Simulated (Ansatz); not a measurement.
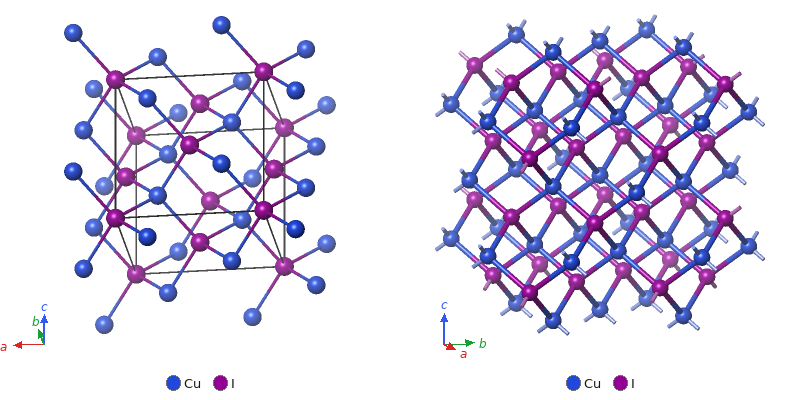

Left: the structure. Right: its underlying net. Nodes are coloured by element. Short stubs are edges that leave the cut-out.

The compound is CuI (space group F-43m, No. 216), taken as the input geometry of an electronic-structure calculation (not necessarily at equilibrium).

Bonds are taken as Cu–I below 3 Å. Simplification: prune 0- and 1-connected atoms, fold 2-connected ones into links.

The result is a uninodal 4-connected, three-periodic net: Cu and I are 4-connected nodes. It is the dia net, known from diamond, zinc blende and cristobalite. It is a single net, without interpenetration.

```csv
node,links,point symbol,coordination sequence
Cu and I,4,6^6,4 12 24 42 64 92 124 162
```
